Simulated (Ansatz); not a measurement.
```sh
ansatz run in.yaml --threads 2 --pin off --events-out ev --progress --plain --max-ram 4352MiB
```

```yaml
crystal:
  periodic: [false, false, false]
  atoms:
    - {symbol: N, position_ang: [0.333980, 0.067882, 0.135480]}
    - {symbol: Si, position_ang: [-1.412648, -0.003955, 0.243069]}
    - {symbol: S, position_ang: [1.286765, 0.553773, 1.396468]}
    - {symbol: H, position_ang: [-1.533784, -0.501704, -1.204474]}
    - {symbol: H, position_ang: [0.841730, -0.185087, -0.704718]}
basis:
  gaussian: {orbitals: def2-TZVPP}
magnetization: {spin_polarized: true, initial_magnetization: 1}
hamiltonian: {xc: pbe0, dispersion: d4}
output: {orbitals: {seedname: orbitals}}
```

Describe the molecule in this file.

Formula H2NSSi. This geometry has Cs symmetry. It is an open-shell species. All atoms lie on one plane. Coordination: 1 N trigonal planar; 1 Si bent.

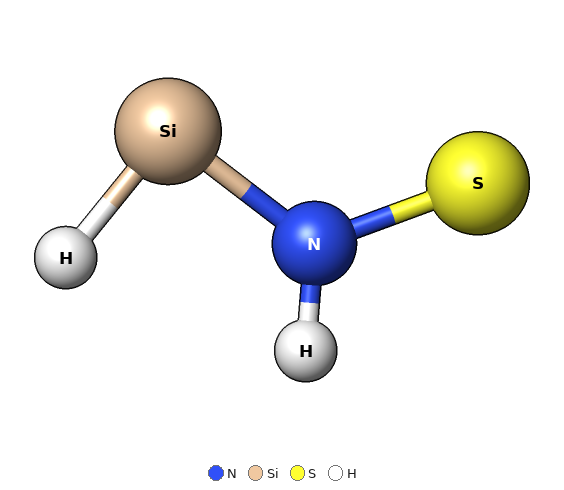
